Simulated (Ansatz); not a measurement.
Hypothetical rock salt GaAs: response to strain

Take GaAs in the rock salt structure (space group Fm-3m, No. 225; a hypothetical phase, not in the database extracts checked) as the base.

```
CELL_PARAMETERS angstrom
      0.00000     2.66475     2.66475
      2.66475     0.00000     2.66475
      2.66475     2.66475     0.00000
ATOMIC_POSITIONS crystal
  As 0.00000 0.00000 0.00000
  Ga 0.50000 0.50000 0.50000
```

Strains are applied to the cell and any free atomic positions relax.

Calculations: r2SCAN in Ansatz (plane waves to 500 eV, PAW, no SOC).

Notes on the quantities. energy relative to the base: free energy F.

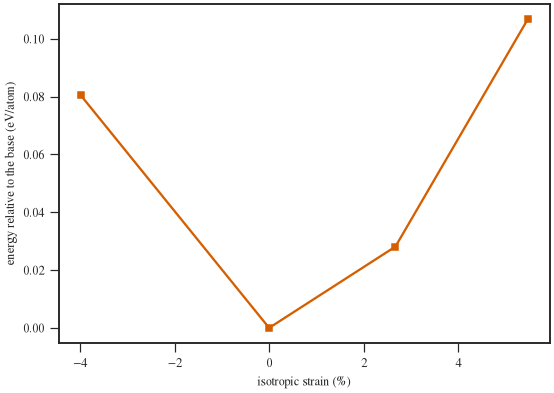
Figure: Energy relative to the base against isotropic strain

Question: From the plot, what is the energy relative to the base for isotropic strain −3.98 %?

Answer: About 0.080 eV/atom.

Question: Is the trend monotonic over the range shown?

Answer: No, it turns within the range, spanning 0 meV/atom to +107 meV/atom.

Whether these cells are dynamically stable was not tested. All final runs are without spin polarisation.

Ansatz is a program for electronic structure.
